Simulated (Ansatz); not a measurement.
# ZnGe2N2: the cost of one run

Computed with Ansatz 0.2.0 (DFT PBE, scalar-relativistic, plane waves, PAW, unless a step's input says otherwise).

**1. The system as given**

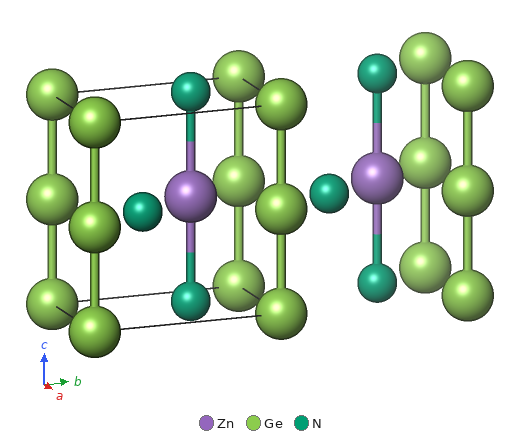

The starting structure, seen slightly off an axis (zinc purple, germanium green, nitrogen teal). 1×2×1 cells are drawn. Atoms on the faces are drawn again on the opposite ones.

Structure file:

```
CELL_PARAMETERS angstrom
4.93838 0.00000 0.00000
-2.46919 4.27676 0.00000
0.00000 0.00000 4.27244
ATOMIC_POSITIONS crystal
Zn 0.33333 0.66667 0.50000
Ge 0.00000 0.00000 0.00000
Ge 0.00000 0.00000 0.50000
N 0.66667 0.33333 0.50000
N 0.33333 0.66667 0.00000
```

A structure generator made this guess: random cell by space group and Wyckoff sites (P-6m2, No. 187). The dimensions are guesses.

**2. The guess as it stands, on a coarse mesh**

input.yaml reads:

```yaml
crystal:
  lattice:
    - [4.93838038, 0.0, 0.0]
    - [-2.46919019, 4.27676287, 0.0]
    - [0.0, 0.0, 4.27243891]
  atoms:
    - { symbol: Zn, position: [0.33333333, 0.66666667, 0.5] }
    - { symbol: Ge, position: [0.0, 0.0, 0.0] }
    - { symbol: Ge, position: [0.0, 0.0, 0.5] }
    - { symbol: "N", position: [0.66666667, 0.33333333, 0.5] }
    - { symbol: "N", position: [0.33333333, 0.66666667, 0.0] }
basis:
  ecutwfc: 420
kpoints:
  mp_grid: { grid: [6, 6, 4] }
hamiltonian:
  xc: pbe
scf:
  occupations: { method: gaussian, width: 0.1 }
  lower_state_search: "off"
output:
  forces: true
  stress: true
  eigenvalues: true
```

Launch:

```sh
ansatz run input.yaml --threads 1 --pin off --max-ram 2560MiB --backend cpu --events-out ev --progress --plain --runs-dir out
```

**Question.** How long does this run take on 1 thread of Intel Xeon Platinum 8488C (Sapphire Rapids), shared host, and how much memory does it need?

About 3.6 s, with a peak of 0.4 GiB.
